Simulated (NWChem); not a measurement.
**PBE0/cc-pVDZ run of C2F4 (tetrafluoroethylene)**

Aim: the vertical ionisation energy of C2F4 (tetrafluoroethylene) at PBE0/cc-pVDZ, from 2 runs. 

Program for the calculation: NWChem 7.3.0.

**1. The structure to begin with**

C2F4: 6 atoms, total charge 0, spin state singlet. As SMILES, `FC(F)=C(F)F`. The coordinates come from a PBE0-D4/def2-TZVP relaxation.

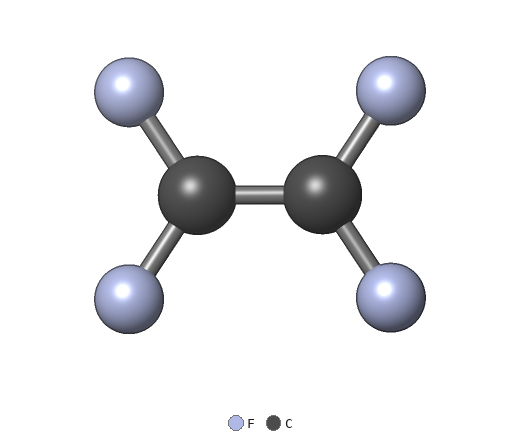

The structure, seen from a chosen angle (fluorine light blue, carbon dark grey).

**2. The energy at PBE0/cc-pVDZ**

File c2f4.nw:

```
start c2f4
title "C2F4"
memory stack 880 mb heap 220 mb global 1100 mb
geometry noautosym nocenter noautoz
 F      1.169200    -1.134500    -0.708000
 C      0.202500    -0.640200     0.025700
 F     -0.337500    -1.520600     0.832300
 C     -0.188400     0.618800    -0.041100
 F      0.351500     1.499300    -0.847600
 F     -1.155200     1.113100     0.692600
end
basis spherical bse
 * library cc-pVDZ
end
dft
 xc pbe0
 mult 1
 grid lebedev 150 18
 convergence energy 1e-08
 maxiter 100
 mulliken
 print low
end
task dft energy
```

Command:

```bash
nwchem c2f4.nw > c2f4.out
```

What it wrote (excerpt; [...] marks lines left out):

```text
[...]
 d= 0,ls=0.0,diis     1   -474.9207180963 -7.20D+02  1.91D-02  1.54D+00     2.7
[...]
 d= 0,ls=0.0,diis     8   -475.0803531597 -9.52D-11  2.19D-07  1.19D-09    18.7
         Total DFT energy =     -475.080353159705
      One electron energy =    -1146.930706248531
           Coulomb energy =      478.583072559364
    Exchange-Corr. energy =      -52.287957946481
 Nuclear repulsion energy =      245.555238475942
[...]
      Total Density - Mulliken Population Analysis
     ---------------------------------------------
    Atom       Charge   Shell Charges
 -----------   ------   -------------------------------------------------------
    1 F    9     9.12   2.01  0.90  0.98  3.33  1.90  0.01
    2 C    6     5.75   2.01  0.67  0.27  2.02  0.54  0.24
    3 F    9     9.12   2.01  0.90  0.98  3.33  1.90  0.01
    4 C    6     5.75   2.01  0.67  0.28  2.02  0.54  0.24
    5 F    9     9.12   2.01  0.90  0.98  3.33  1.90  0.01
    6 F    9     9.12   2.01  0.90  0.98  3.33  1.90  0.01
[...]
```

Run time: 20 s. Hardware: 1 thread of Intel Xeon 6975P-C (Granite Rapids), shared host; peak memory 0.14 GiB.

**3. The doublet cation at the same level**

File calc.nw:

```
START calc
memory total 2200 mb
charge 1

GEOMETRY units angstrom noautosym nocenter noautoz
 F      1.169200    -1.134500    -0.708000
 C      0.202500    -0.640200     0.025700
 F     -0.337500    -1.520600     0.832300
 C     -0.188400     0.618800    -0.041100
 F      0.351500     1.499300    -0.847600
 F     -1.155200     1.113100     0.692600
END

BASIS spherical bse
 * library cc-pVDZ
END

DFT
 xc pbe0
 mult 2
 grid lebedev 150 18
 convergence energy 1e-08
 iterations 100
 mulliken
 print low
END

TASK dft
```

Command:

```bash
nwchem calc.nw > calc.out
```

What it wrote (excerpt; [...] marks lines left out):

```text
[...]
 d= 0,ls=0.0,diis     1   -474.4026277953 -7.20D+02  1.42D-02  7.97D-01     3.8
[...]
 d= 0,ls=0.0,diis    10   -474.7122262648 -2.37D-09  1.99D-07  6.08D-10    36.0
[...]
         Total DFT energy =     -474.712226264770
      One electron energy =    -1132.642628097379
           Coulomb energy =      464.172125980175
    Exchange-Corr. energy =      -51.796962623507
 Nuclear repulsion energy =      245.555238475942
[...]
      Total Density - Mulliken Population Analysis
     ---------------------------------------------
    Atom       Charge   Shell Charges
 -----------   ------   -------------------------------------------------------
    1 F    9     8.98   2.01  0.92  0.98  3.29  1.77  0.01
    2 C    6     5.54   2.01  0.72  0.26  1.94  0.36  0.26
    3 F    9     8.98   2.01  0.92  0.98  3.29  1.77  0.01
    4 C    6     5.54   2.01  0.72  0.26  1.94  0.36  0.26
    5 F    9     8.98   2.01  0.92  0.98  3.29  1.77  0.01
    6 F    9     8.98   2.01  0.92  0.98  3.29  1.77  0.01
[...]
      <S2> =      0.7515 (Exact =     0.7500)
[...]
```

Wall time 37 s (1 thread of Intel Xeon 6975P-C (Granite Rapids), shared host); peak memory 0.14 GiB.

**4. Results**

Level: PBE0/cc-pVDZ.

```
                                          quantity          value
                        singlet C2F4: total energy  -475.08035 Eh
                      doublet cation: total energy  -474.71223 Eh
                              doublet cation: ⟨S²⟩          0.751
vertical ionisation energy (to the doublet cation)      10.017 eV
```

In words: Removing an electron at fixed nuclei costs 10.02 eV (231 kcal/mol). Mulliken charges (doublet cation) run from +0.02 on F1 to +0.46 on C2.
